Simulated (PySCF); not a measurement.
C2H2N2S, SMILES `c1cnsn1`.

Method: def2-SVP basis; geometry: GFN2-xTB; program: PySCF. No frequency check shows the geometry to be a minimum. GFN2-xTB bond lengths at metals and heavier atoms can be off by up to 0.1 Å and shapes distorted, which carries into these values.

Input script:

```python
import numpy as np
from pyscf import gto, scf, mcscf

mol = gto.M(atom='''
C     -1.17791     0.70383     0.00000
C     -1.17792    -0.70381     0.00000
N      0.03311    -1.21169     0.00000
S      1.10880    -0.00001     0.00000
N      0.03314     1.21168     0.00000
H     -2.03481     1.35135     0.00000
H     -2.03484    -1.35132     0.00000
''', basis='def2-svp', charge=0, spin=0, verbose=4)
# stretch the bond between atoms 2 and 7, from long to short, fragments rigid
a, b, move = 1, 6, [6]
xyz = mol.atom_coords(unit='Angstrom')
u = xyz[b] - xyz[a]
r0 = np.linalg.norm(u)
rows, last, dm_u = [], None, None
for r in [3.0, 2.35, 1.93, 1.66, 1.44, 1.28, 1.18, 1.07, 0.98]:
    new = xyz.copy()
    new[move] += u / r0 * (r - r0)
    m = mol.set_geom_(new, unit='Angstrom', inplace=False)
    rhf = scf.RHF(m).density_fit(auxbasis='def2-universal-jkfit').run()
    uhf = scf.UHF(m).density_fit(auxbasis='def2-universal-jkfit').newton()
    if dm_u is None:
        c = rhf.mo_coeff
        h = m.nelectron // 2 - 1
        ca, cb = c.copy(), c.copy()
        ca[:, h], cb[:, h] = (c[:, h] + c[:, h + 1]) / 2**.5, (c[:, h] - c[:, h + 1]) / 2**.5
        dm_u = np.array([x[:, :h + 1] @ x[:, :h + 1].T for x in (ca, cb)])
    uhf.kernel(dm0=dm_u)
    for _ in range(3):
        c, _, stable, _ = uhf.stability(return_status=True)
        if stable:
            break
        uhf.kernel(c, uhf.mo_occ)
    dm_u = uhf.make_rdm1()
    mc = mcscf.CASSCF(rhf, 2, 2)
    mc.natorb = True
    mc.fix_spin_(ss=0)
    guess = mcscf.addons.make_natural_orbitals(uhf)[1] if last is None else mcscf.project_init_guess(mc, last.mo_coeff, last.mol)
    mc.kernel(guess)
    last = mc
    act = slice(mc.ncore, mc.ncore + mc.ncas)
    print('r %.3f  RHF %.6f  UHF %.6f  <S^2> %.3f  CASSCF %.6f  occupations' % (r, rhf.e_tot, uhf.e_tot, uhf.spin_square()[0], mc.e_tot), mc.mo_occ[act].round(4))
    rows.append((new, rhf.e_tot, uhf.e_tot, uhf.spin_square()[0], mc.e_tot, mc.mo_occ[act], mc.mo_coeff[:, act], dm_u[0] - dm_u[1], rhf.converged and uhf.converged and mc.converged))
    np.savez('result.npz', **{k: [row[i] for row in rows] for i, k in enumerate('xyz rhf uhf s2 cas occ c spin ok'.split())})
```

Run with:

```sh
OMP_NUM_THREADS=1 python input.py
```

The run took 4.1 min on 1 thread of Arm Neoverse V2, on a shared host, peak memory 0.22 GiB.

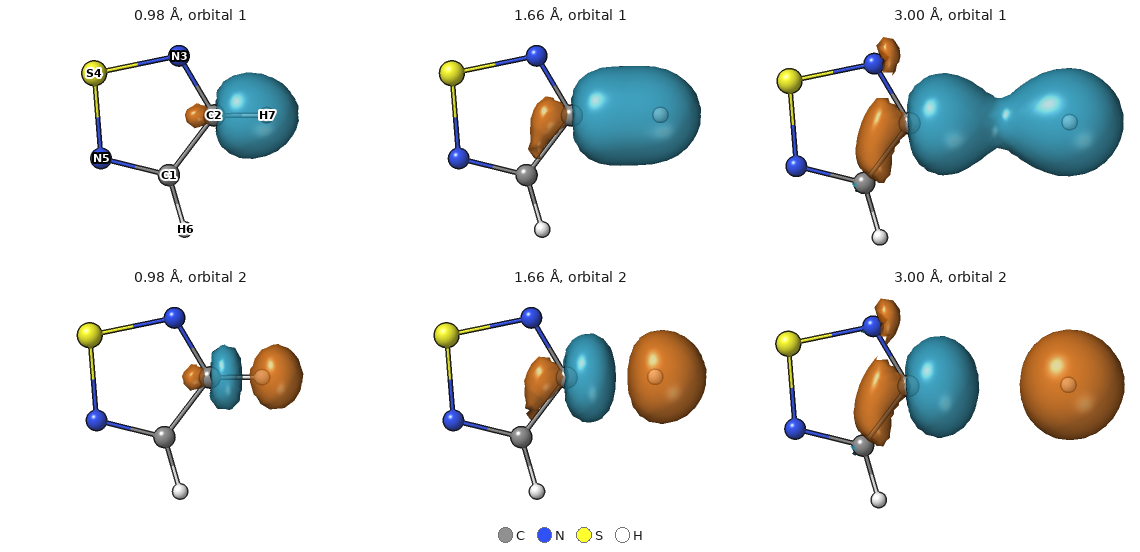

Rigid stretch of the C2–H7 bond. The two CASSCF(2,2) natural orbitals nearest half filling (orbital 1 the more occupied).

How do the occupations change along the stretch?

0.98 Å: 1.99 and 0.01; 1.66 Å: 1.91 and 0.09; 3.00 Å: 1.27 and 0.73. At the longest distance computed (3.00 Å) they are 1.27 and 0.73, and the effective number of unpaired electrons is 1.7.

UHF's ⟨S²⟩ passes 1 along the scan (up to 1.39), so it also polarises electrons outside the stretched bond; its energy lowering isn't due to that bond alone.

UHF already breaks spin symmetry near equilibrium here (⟨S²⟩ = 0.21 at 1.07 Å), for reasons apart from this bond.

How much energy does the stretch cost?

By CASSCF, 4.7 eV from the lowest point of the scan (1.07 Å) to 3.00 Å; RHF gives 8.0 eV from its own lowest point. The fragments aren't relaxed and dynamic correlation is missing, so this isn't a bond dissociation energy.
